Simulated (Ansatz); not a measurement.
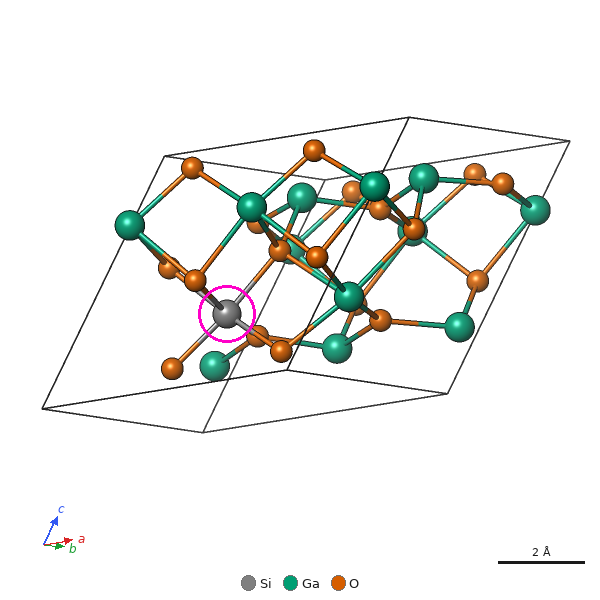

We look at a ball-and-stick model of the crystal from a general direction. The parallelepiped is the supercell. The host is Ga2O3, in a cell of 20 sites, and the cell is neutral. A ring marks the defect's site.

Q: What imperfection does the supercell contain?

A: Silicon on a gallium site (a substitutional impurity). It is bonded to six O in a distorted octahedral arrangement at about 1.8 to 1.9 Å.

Run with DFT PBE, scalar-relativistic, plane waves, PAW in Ansatz and these settings: 420 eV cutoff, k-point mesh 2×2×2, Gaussian smearing of 0.01 eV, collinear spins.

Q: Is a magnetic moment found?

A: No net moment.

The atoms were relaxed in the host's cell with DFT PBE, scalar-relativistic, plane waves, PAW (Ansatz).
